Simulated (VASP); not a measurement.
Band structure of Hf$_{2}$Ge (space group I4/mcm). Calculation: r2SCAN meta-GGA, VASP's PBE PAW potentials (set 64) (plane waves; VASP).

Unless said otherwise, spin-orbit coupling is left out, though it shifts the bands of the heavy elements here.

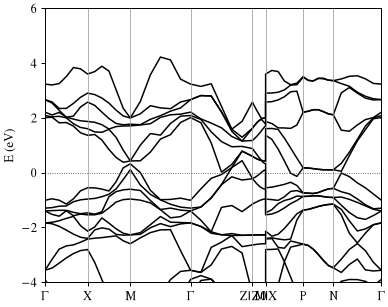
Bands along high-symmetry lines, zero at the valence-band maximum or, without a gap, the Fermi level

Q: Read the plot: is there a gap, and where are the band edges?

A: It has no gap at this level: it comes out as a metal or semimetal.

The structure comes from a computed database's Hf2Ge entry (I4/mcm); how it stands against other phases isn't given here. It was relaxed first.
